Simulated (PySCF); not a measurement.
| atom | x (Å) | y (Å) | z (Å) |
| --- | --- | --- | --- |
| F | -1.2213 | -2.3110 | -0.8931 |
| C | -0.4560 | -1.3516 | -0.3090 |
| C | 0.8441 | -1.2942 | -0.5492 |
| Si | 1.8620 | 0.1038 | 0.1809 |
| O | 1.0070 | 1.4913 | 0.0735 |
| C | -0.2825 | 1.7592 | -0.2029 |
| C | -1.3203 | 0.9553 | -0.0159 |
| C | -1.2342 | -0.4268 | 0.5779 |
| H | 1.2756 | -2.0284 | -1.2121 |
| H | 3.0424 | 0.3768 | -0.6299 |
| H | 2.1595 | -0.1307 | 1.5968 |
| H | -0.4117 | 2.7551 | -0.6116 |
| H | -2.2966 | 1.3121 | -0.3004 |
| H | -0.7362 | -0.3722 | 1.5508 |
| H | -2.2362 | -0.8308 | 0.7224 |

Geometry: GFN2-xTB.

Theory: PBE0/def2-SVPD, SCF density, gas phase in PySCF 2.14.0.

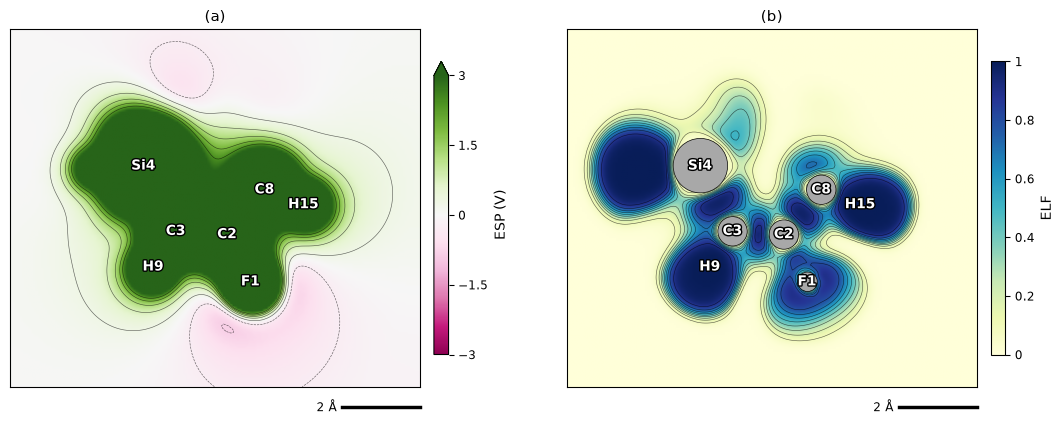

C5H7FOSi (SMILES FC1=C[SiH2]OC=CC1). (a) molecular electrostatic potential; (b) electron localisation function on the plane of atoms Si4, C3 and H9. Grey discs cover the atomic cores in the ELF map.

Q: What does the map show?

A: The section cuts through F, C, Si and H sites.
C–C (1.32 Å): the ELF peaks at about 0.95 between the atoms (a multiple bond).
C–F (1.36 Å): the ELF peaks at about 0.85 between the atoms, as expected for a polar covalent bond.
C–Si (1.88 Å): the ELF peaks at about 0.95 between the atoms; localised, covalent bonding.
C–H (1.08 Å): the ELF climbs to about 1 towards the hydrogen, as it does in any bond to H; a covalent bond by its length.
C–C (1.50 Å): the ELF peaks at about 0.95 between the atoms: a covalent bond.
The ELF also peaks beside F1, away from the bonds: lone-pair regions.
Outside the dense part of the molecule the potential is most negative (−0.8 V) near F1.
